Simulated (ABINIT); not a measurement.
## A GW chain in ABINIT: SiC (Moissanite)

Wanted: ground state, empty states, screening and self-energy for SiC (Moissanite).

Main program and level: ABINIT 10.8.3; PBE and many-body steps on it, plane waves.

**The experiments to reproduce.**

- Gap 3.03 eV: indirect gap, experimental literature value; quoted from earlier experiment; bulk crystal (quoted in “Charge spill-out and work function of few-layer graphene on SiC(0001)”, 2018, arxiv:1806.04908).

- Gap 3.02 eV: band gap at cryogenic temperature; bulk crystal (literature value) (quoted in “Silicon carbide diodes for neutron detection”, 2020, arxiv:2009.14696).

- Gap 3 eV: optical absorption onset, approximate; UV-Vis-NIR transmission; bulk crystal (400 micron semi-insulating 6H-SiC wafer) (“Effects of energetic ion irradiation on WSe2/SiC heterostructures”, 2017, pmc:5482891).

## 1. Set-up

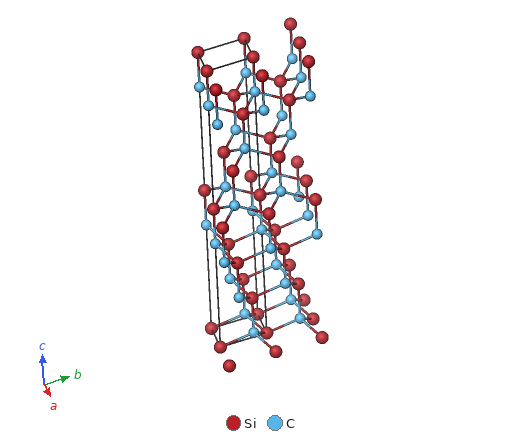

Start, viewed slightly off an axis; silicon red, carbon blue. 2×2×1 cells are drawn. Bonds to atoms that aren't drawn are left out. Some periodic images of atoms are drawn too.

The cell and positions come from the Crystallography Open Database and are kept as given unless a step says otherwise.

## 2. Ground state

This step: ABINIT 10.8.3; DFT, PBE, plane waves, norm-conserving pseudopotentials.

The ground-state density comes first.

Input file run.abi:

```
acell 3*1.0 Angstrom
rprim 
  3.081000000023 -0.000000000005 0.000000000000
  -1.540500000007 2.668224269083 0.000000000000
  0.000000000000 0.000000000000 15.124800000000
ntypat 2
znucl 14 6
natom 12
typat 1 1 1 1 1 1 2 2 2 2 2 2
xred 
  0.000000000000 0.000000000000 0.000000000000
  0.000000000000 0.000000000000 0.500000000000
  0.333333333333 0.666666666667 0.166400000000
  0.666666666667 0.333333333333 0.666400000000
  0.666666666667 0.333333333333 0.332900000000
  0.333333333333 0.666666666667 0.832900000000
  0.333333333333 0.666666666667 0.041200000000
  0.666666666667 0.333333333333 0.541200000000
  0.666666666667 0.333333333333 0.208000000000
  0.333333333333 0.666666666667 0.708000000000
  0.000000000000 0.000000000000 0.374600000000
  0.000000000000 0.000000000000 0.874600000000
pp_dirpath "pseudos"
pseudos "Si.upf, C.upf"
ecut 37
ngkpt 6 6 2
nshiftk 1
shiftk 0 0 0
kptopt 1
chksymbreak 0
nband 34
occopt 1
tolvrs 1e-10
nstep 60
prtwf 0
optforces 0
optstress 0
indata_prefix "in"
outdata_prefix "out"
tmpdata_prefix "tmp"
```

Started as:

```
OMP_NUM_THREADS=1 mpirun -n 8 abinit run.abi > log
```

Numbers of over 12 decimals in the logs are rounded to 6 here.

Output:

```text
.Version 10.8.3 of ABINIT. v10.8.2 released Aug 2026.

 Symmetries : space group P6_3 m c (#186); Bravais hP (primitive hexag.)
================================================================================
 Values of the parameters that define the memory need of the present run
     intxc =       0    ionmov =       0      iscf =       7    lmnmax =       6
     lnmax =       6     mgfft =     160  mpssoang =       3    mqgrid =    7827
     natom =      12  nloc_mem =       1    nspden =       1   nspinor =       1
    nsppol =       1      nsym =      12    n1xccc =    2501    ntypat =       2
    occopt =       1   xclevel =       2
-    mband =          34        mffmem =           1         mkmem =           2
       mpw =        9084          nfft =      163840          nkpt =          14
================================================================================
  Rough estimation (10% accuracy) of disk space for files :
================================================================================

--------------------------------------------------------------------------------
------------- Echo of variables that govern the present computation ------------
--------------------------------------------------------------------------------
 -outvars: echo values of preprocessed input variables --------
            acell      1.8897261259E+00  1.8897261259E+00  1.8897261259E+00 Bohr

      chksymbreak           0
             ecut      3.70000000E+01 Hartree
-          fftalg         312

              ixc     -101130
              kpt      0.00000000E+00  0.00000000E+00  0.00000000E+00
                       1.66666667E-01  0.00000000E+00  0.00000000E+00
                       3.33333333E-01  0.00000000E+00  0.00000000E+00
                       5.00000000E-01  0.00000000E+00  0.00000000E+00
                       1.66666667E-01  1.66666667E-01  0.00000000E+00
                       3.33333333E-01  1.66666667E-01  0.00000000E+00
                       3.33333333E-01  3.33333333E-01  0.00000000E+00
                       0.00000000E+00  0.00000000E+00  5.00000000E-01
                       1.66666667E-01  0.00000000E+00  5.00000000E-01
                       3.33333333E-01  0.00000000E+00  5.00000000E-01
                       5.00000000E-01  0.00000000E+00  5.00000000E-01
[...]
kptrlatt        6    0    0      0    6    0      0    0    2
          kptrlen      3.49334772E+01
P           mkmem           2
            natom          12
            nband          34
            ngfft          32      32     160
             nkpt          14
            nstep          60
             nsym          12
           ntypat           2
              occ      2.000000  2.000000  2.000000  2.000000  2.000000  2.000000
                       2.000000  2.000000  2.000000  2.000000  2.000000  2.000000
                       2.000000  2.000000  2.000000  2.000000  2.000000  2.000000
                       2.000000  2.000000  2.000000  2.000000  2.000000  2.000000
                       0.000000  0.000000  0.000000  0.000000  0.000000  0.000000
                       0.000000  0.000000  0.000000  0.000000
        optforces           0
        optstress           0
            prtwf           0
            rprim      3.0810000000E+00 -5.0000000000E-12  0.0000000000E+00
[...]
spgroup         186

           tolvrs      1.00000000E-10

             xred      0.0000000000E+00  0.0000000000E+00 -2.7755575616E-17
[...]
znucl       14.00000    6.00000

================================================================================

 chkinp: Checking input parameters for consistency.

================================================================================
== DATASET  1 ==================================================================
-   mpi_nproc: 8, omp_nthreads: 1 (-1 if OMP is not activated)

--- !DatasetInfo
iteration_state: {dtset: 1, }
dimensions: {natom: 12, nkpt: 14, mband: 34, nsppol: 1, nspinor: 1, nspden: 1, mpw: 9084, }
cutoff_energies: {ecut:  37.0, pawecutdg:  -1.0, }
electrons: {nelect:   4.80000000E+01, charge:   0.00000000E+00, occopt:   1.00000000E+00, tsmear:   1.00000000E-02, }

 Real(R)+Recip(G) space primitive vectors, cartesian coordinates (Bohr,Bohr^-1):
 R(1)=  5.8222462  0.0000000  0.0000000  G(1)=  0.1717550  0.0991628  0.0000000
 R(2)= -2.9111231  5.0422131  0.0000000  G(2)=  0.0000000  0.1983256  0.0000000
 R(3)=  0.0000000  0.0000000 28.5817297  G(3)=  0.0000000  0.0000000  0.0349874
 Unit cell volume ucvol=  8.3907401E+02 bohr^3
 Angles (23,13,12)=  9.00000000E+01  9.00000000E+01  1.20000000E+02 degrees

 getcut: wavevector=  0.0000  0.0000  0.0000  ngfft=  32  32 160
         ecut(hartree)=     37.000   => boxcut(ratio)=   2.00721

--- Pseudopotential description ------------------------------------------------
- Si Generated using ONCVPSP code by D. R. Hamann
- 14.00000   4.00000  171031                  znucl, zion, pspdat
12 -101130 2 -1 1510                          pspcod,pspxc,lmax,lloc,mmax
     nproj     2     2     2
  pspatm : epsatm=    9.34321561
         --- l  ekb(1:nproj) -->
[...]
pspatm: atomic psp has been read  and splines computed

- C Generated using ONCVPSP code by D. R. Hamann
-  6.00000   4.00000  171031                  znucl, zion, pspdat
12 -101130 1 -1 1248                          pspcod,pspxc,lmax,lloc,mmax
     nproj     2     2     0
  pspatm : epsatm=    4.31346680
         --- l  ekb(1:nproj) -->
[...]
pspatm: atomic psp has been read  and splines computed

   3.93312453E+03                                ecore*ucvol(ha*bohr**3)
--------------------------------------------------------------------------------

_setup2: Arith. and geom. avg. npw (full set) are    9023.514    9023.456

================================================================================

--- !BeginCycle
iteration_state: {dtset: 1, }
solver: {iscf: 7, nstep: 60, nline: 4, wfoptalg: 0, }
tolerances: {tolvrs: 1.00E-10, }

     iter   Etot(hartree)      deltaE(h)  residm     vres2
 ETOT  1  -61.039094630670    -6.104E+01 3.845E-02 1.738E+03
 ETOT  2  -61.397924922752    -3.588E-01 1.647E-02 7.133E+02
 ETOT  3  -61.617806450559    -2.199E-01 6.632E-03 7.811E-01
 ETOT  4  -61.618142800033    -3.363E-04 2.812E-03 8.012E-02
 ETOT  5  -61.618153079937    -1.028E-05 1.102E-03 4.512E-03
 ETOT  6  -61.618153511535    -4.316E-07 6.706E-04 2.487E-03
 ETOT  7  -61.618153728350    -2.168E-07 5.484E-04 7.409E-05
 ETOT  8  -61.618153730993    -2.643E-09 5.358E-04 7.141E-06
 ETOT  9  -61.618153731244    -2.510E-10 3.005E-04 2.056E-07
 ETOT 10  -61.618153731252    -7.880E-12 4.551E-04 4.044E-09
 ETOT 11  -61.618153731251     6.963E-13 2.212E-04 1.048E-09
 ETOT 12  -61.618153731250     5.969E-13 3.156E-04 1.569E-11

 At SCF step   12       vres2   =  1.57E-11 < tolvrs=  1.00E-10 =>converged.

--- !ResultsGS
iteration_state: {dtset: 1, }
comment   : Summary of ground state results
lattice_vectors:
- [  5.8222462,  -0.0000000,   0.0000000, ]
- [ -2.9111231,   5.0422131,   0.0000000, ]
- [  0.0000000,   0.0000000,  28.5817297, ]
lattice_lengths: [   5.82225,    5.82225,   28.58173, ]
lattice_angles: [ 90.000,  90.000, 120.000, ] # degrees, (23, 13, 12)
lattice_volume:   8.3907401E+02
convergence: {deltae:  5.969E-13, res2:  1.569E-11, residm:  3.156E-04, diffor:  0.000E+00, }
etotal    :  -6.16181537E+01
entropy   :   0.00000000E+00
fermie    :   2.52514639E-01
cartesian_stress_tensor: null
pressure_GPa: null
xred      :
- [  0.0000E+00,   0.0000E+00,  -2.7756E-17, Si]
- [  0.0000E+00,   0.0000E+00,   5.0000E-01, Si]
- [  3.3333E-01,   6.6667E-01,   1.6640E-01, Si]
- [  6.6667E-01,   3.3333E-01,   6.6640E-01, Si]
- [  6.6667E-01,   3.3333E-01,   3.3290E-01, Si]
- [  3.3333E-01,   6.6667E-01,   8.3290E-01, Si]
- [  3.3333E-01,   6.6667E-01,   4.1200E-02,  C]
- [  6.6667E-01,   3.3333E-01,   5.4120E-01,  C]
- [  6.6667E-01,   3.3333E-01,   2.0800E-01,  C]
- [  3.3333E-01,   6.6667E-01,   7.0800E-01,  C]
- [  0.0000E+00,   0.0000E+00,   3.7460E-01,  C]
- [  0.0000E+00,   0.0000E+00,   8.7460E-01,  C]
cartesian_forces: null
force_length_stats: {min: null, max: null, mean: null, }

 Integrated electronic density in atomic spheres:
 ------------------------------------------------
 Atom  Sphere_radius  Integrated_density
[...]
================================================================================

 ----iterations are completed or convergence reached----

 Mean square residual over all n,k,spin=   16.125E-07; max=  31.559E-05
 reduced coordinates (array xred) for   12 atoms
[...]
0.666666666667      0.333333333333      0.541200000000
       0.666666666667      0.333333333333      0.208000000000
       0.333333333333      0.666666666667      0.708000000000
       0.000000000000      0.000000000000      0.374600000000
       0.000000000000      0.000000000000      0.874600000000
 rms dE/dt=  0.0000E+00; max dE/dt=  0.0000E+00; dE/dt below (all hartree)
    1       0.000000000000      0.000000000000      0.000000000000
    2       0.000000000000      0.000000000000      0.000000000000
    3       0.000000000000      0.000000000000      0.000000000000
    4       0.000000000000      0.000000000000      0.000000000000
    5       0.000000000000      0.000000000000      0.000000000000
    6       0.000000000000      0.000000000000      0.000000000000
    7       0.000000000000      0.000000000000      0.000000000000
    8       0.000000000000      0.000000000000      0.000000000000
    9       0.000000000000      0.000000000000      0.000000000000
[...]
cartesian coordinates (angstrom) at end:
[...]
8      1.540500     0.889408     8.185542
    9      1.540500     0.889408     3.145958
   10      3e-12     1.778816    10.708358
   11      0.000000     0.000000     5.665750
   12      0.000000     0.000000    13.228150
 length scales=  1.889726125908  1.889726125908  1.889726125908 bohr
              =  1.000000000000  1.000000000000  1.000000000000 angstroms
 prteigrs : about to open file out_EIG
 Fermi (or HOMO) energy (hartree) =   0.25251   Average Vxc (hartree)=  -0.41462
 Eigenvalues (hartree) for nkpt=  14  k points:
 kpt#   1, nband= 34, wtk=  0.01389, kpt=  0.0000  0.0000  0.0000 (reduced coord)
  -0.31545   -0.29686   -0.29447   -0.24084   -0.23854   -0.18472   -0.06307    0.02277
   0.02444    0.16275    0.16448    0.21016    0.21016    0.21677    0.21677    0.22136
   0.22136    0.23781    0.23781    0.24193    0.24193    0.25120    0.25251    0.25251
   0.44230    0.44860    0.46337    0.48215    0.48315    0.49718    0.50671    0.50671
   0.51517    0.52277
 prteigrs : prtvol=0 or 1, do not print more k-points.

--- !EnergyTerms
iteration_state     : {dtset: 1, }
comment             : Components of total free energy in Hartree
kinetic             :  3.53279894032612E+01
hartree             :  7.03890881727830E+00
xc                  : -2.26696688339450E+01
Ewald energy        : -6.27317134279360E+01
psp_core            :  4.68745840206450E+00
local_psp           : -2.48322308769849E+01
non_local_psp       :  1.56110278501156E+00
total_energy        : -6.16181537312503E+01
total_energy_eV     : -1.67671538094529E+03
band_energy         :  1.63685840710874E+00

== END DATASET(S) ==============================================================
================================================================================

 -outvars: echo values of variables after computation  --------
           etotal     -6.1618153731E+01
            nband          34
             nkpt          14
          spgroup         186
 [... the other variables as echoed above ...]

 Calculation completed.
```

Wall time 31 s (8 MPI ranks of Arm Neoverse V1, shared host); peak memory 0.83 GiB.

This step gave:

- total energy: -1676.7154 eV
- gap: 2.017 eV
- k of the valence top: 0, 0, 0
- k of the conduction bottom: 0.5, 0, 0
- least direct gap: 3.123 eV

The gap is indirect, with the least direct gap 1.11 eV higher.

(Continued in part 2 of 3.)

[Paths, hosts, dates, memory and timing lines, banners, echoed tables and standing remarks are left out of the program output.]

[Logs are printed without paths, hosts, clocks, repeated set-up lines and the standing remarks that a program may print on its own settings, such as how far it seeks lower states.]

[Runs of the session that timed out or met a known fault of the program may be left out.]

[Hosts, paths, dates, database ids (printed as entryN), source tags and the programs' standing remarks are cut or masked in the printed files.]

[G0W0 gaps are taken among the corrected bands and points alone; a level outside them can change the order at an edge.]

[Where Ansatz stands beside ABINIT at settings called matched, ABINIT's density can come from a denser mesh and the files from another edition; pairs whose starting gaps differed by over 0.03 eV were left out, so agreement reads better than it is.]
